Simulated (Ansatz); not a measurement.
Input file:

```
crystal:
  lattice:
    - [-2.1552504282, 2.1552504282, 4.3146538451]
    - [2.1552504282, -2.1552504282, 4.3146538451]
    - [2.1552504282, 2.1552504282, -4.3146538451]
  atoms:
    - { symbol: K, position: [0.0, 0.0, 0.0] }
    - { symbol: Si, position: [0.75, 0.25, 0.5] }
    - { symbol: Si, position: [0.25, 0.75, 0.5] }
    - { symbol: Si, position: [0.5, 0.5, 0.0] }
basis:
  ecutwfc: 420
kpoints:
  mp_grid: { grid: [16, 16, 16] }
hamiltonian:
  xc: pbe
scf:
  occupations: { method: gaussian, width: 0.1 }
output:
  forces: true
  stress: true
  eigenvalues: true
  write_density: true
  write_potential: true
  elf: true
  volumetric_format: npy
relax:
  adjacent_minimum: "off"
  f_tol: 0.01
  max_steps: 80
  cell: { stress_tol: 0.05 }
```

Run with:

```sh
ansatz run input.yaml --threads 1 --pin off --max-ram 2560MiB --backend cpu --events-out ev --progress --plain --runs-dir out
```

Below, planes, directions and counts refer to the conventional cell (a = 4.29 Å, b = 4.29 Å, c = 8.70 Å, α = 90.00°, β = 90.00°, γ = 90.00°).

The fields are those of the run's last geometry, not of the input's.

Space group I4/mmm; a structure generated by program, which may or may not match a known phase; computed without spin polarisation.

Computed with DFT PBE, scalar-relativistic, plane waves, PAW in Ansatz 0.2.0.

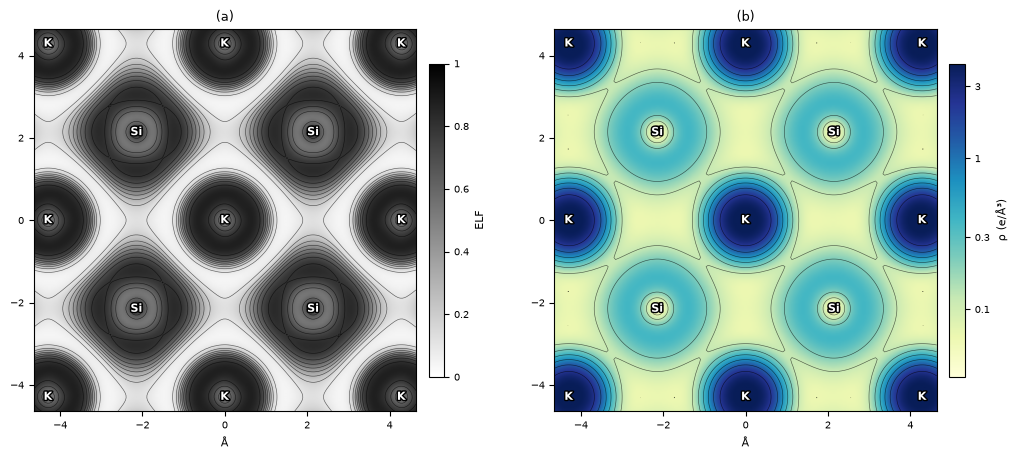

KSi3. (a) electron localisation function; (b) valence charge density (pseudo) on the (001) plane of the conventional cell.

Core electrons are frozen (PAW), and the valence fields are smoothed inside the atomic spheres.

**What does the map show?**

The plane passes through K and Si nuclei.
K–Si (3.03 Å): ρ at the midpoint is about 0.12 e/Å³; the ELF peaks at about 0.80 in the valence shell of Si, 0.9 Å from its nucleus, and drops to about 0.05 between the two atoms.
Between the atoms the lowest density in this plane is 0.06 e/Å³.
The features right at K lie inside the PAW spheres, where the map follows smoothed inner orbitals and isn't to be read closely.
